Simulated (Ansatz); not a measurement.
# A computed series for MgO: pressure series

The parent structure is MgO in the rock salt structure (space group Fm-3m, No. 225).

```
MgO
1.0
    0.00000     2.10708     2.10708
    2.10708     0.00000     2.10708
    2.10708     2.10708     0.00000
O Mg
1 1
Direct
  0.00000   0.00000   0.00000
  0.50000   0.50000   0.50000
```

Cell and atoms are relaxed at each pressure.

Method: Ansatz (an electronic-structure program) PBEsol, no spin-orbit coupling.

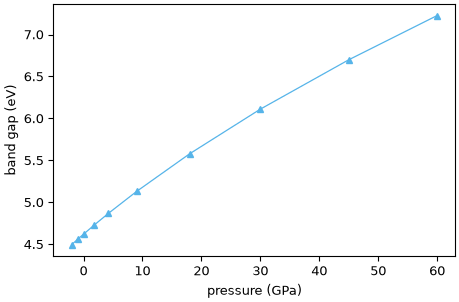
Figure. Band gap against pressure

Question: From the plot, what is the band gap for pressure 60 GPa?

Answer: About 7.2 eV.

Question: Is the trend monotonic over the range shown?

Answer: Yes, it rises throughout, spanning 4.50 eV to 7.23 eV.

Load acts through the strain it causes; cell and atoms are relaxed under it. Stability against distortions was not tested. Competing high-pressure phases were not computed.
